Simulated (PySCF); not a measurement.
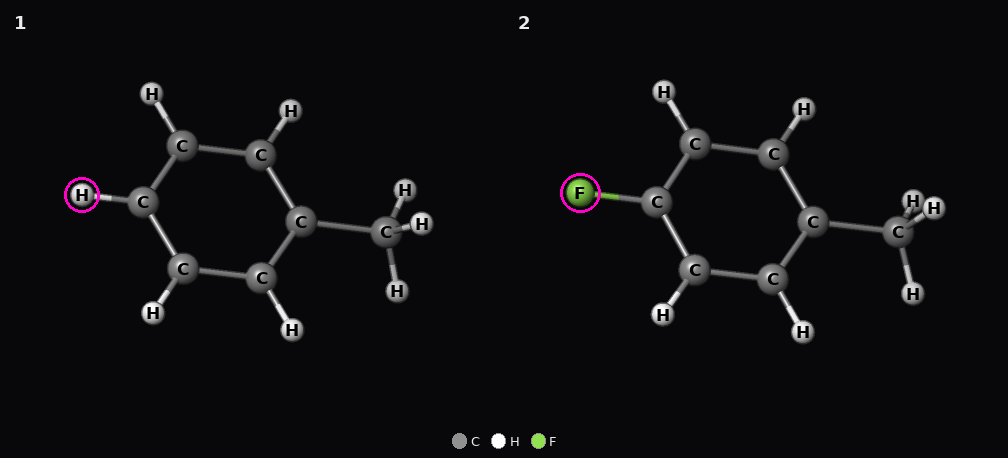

2 molecules with one skeleton, seen from the same side and at one scale; the atom that differs is circled. Charge 0, singlet. Computed geometries: GFN2-xTB optimisations, one conformation each. Properties computed with PySCF 2.14.0.

One atom differs, called X below: H in panel 1, F in panel 2. Their formulas are C7H8 (`Cc1ccccc1`), C7H7F (`Cc1ccc(F)cc1`).

**In which is the GIAO shielding of the C bonded to X larger (PBE0/pcSseg-1)?**

In panel 1 (X = H).

**In which is the dipole moment larger (PBE0/pcSseg-1)?**

In panel 2 (X = F).

Give the values. With GFN2-xTB: length of X–C (Å), mean angle C–C–X (°). With PBE0/pcSseg-1: dipole moment (D), HOMO energy (Kohn–Sham orbital) (eV), HOMO–LUMO gap (eV), Hirshfeld charge of X (e), GIAO shielding of the C bonded to X (ppm).

```tsv
quantity	1 (H)	2 (F)	2 − 1
length of X–C (Å)	1.080	1.352	+0.272
mean angle C–C–X (°)	120.2	119.1	−1.1
dipole moment (D)	0.41	2.00	+1.59
HOMO energy (Kohn–Sham orbital) (eV)	−6.99	−6.95	+0.04
HOMO–LUMO gap (eV)	6.87	6.50	−0.37
Hirshfeld charge of X (e)	0.05	−0.09	−0.14
GIAO shielding of the C bonded to X (ppm)	56.2	15.8	−40.4
```
